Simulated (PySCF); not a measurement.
```
atom    x (Å)    y (Å)    z (Å)
  Al   0.7296  -0.7775  -0.2348
  Cl  -1.0795   0.5099   0.3804
   N   0.4180  -0.6662  -2.1240
   C   0.6173  -0.8518  -3.2872
   O   0.8053  -1.0308  -4.4491
```

Geometry: PBE0-D3(BJ)/def2-SVPD.

All numbers below come from wB97M-D3(BJ)/def2-TZVPD, SCF density, gas phase in PySCF 2.14.0.

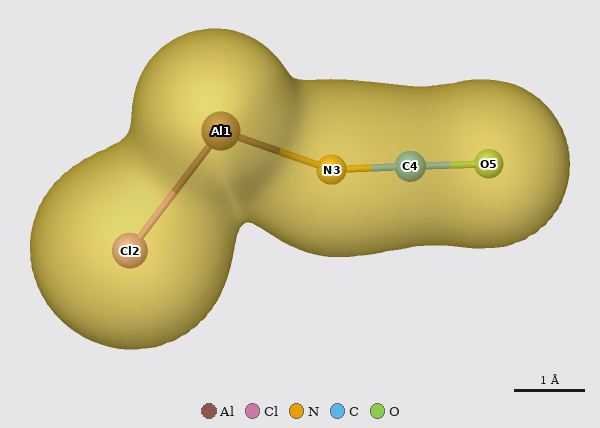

CAlClNO (charge −1). Isosurface of the electron density at 0.1 e/Å³ (yellow), seen at a tilt.

What does this surface tell about the bonding?

At this value the surface is in one piece. It bridges the sampled C–O (1.19 Å), C–N (1.19 Å), Al–N (1.92 Å) and Al–Cl (2.30 Å) contacts, where the density stays above the isovalue. On the grid the lowest density along these lines, outside the cores, is 3 e/Å³ (C–O, 1.19 Å), 3 e/Å³ (C–N, 1.19 Å), 0.49 e/Å³ (Al–N, 1.92 Å) and 0.33 e/Å³ (Al–Cl, 2.30 Å).
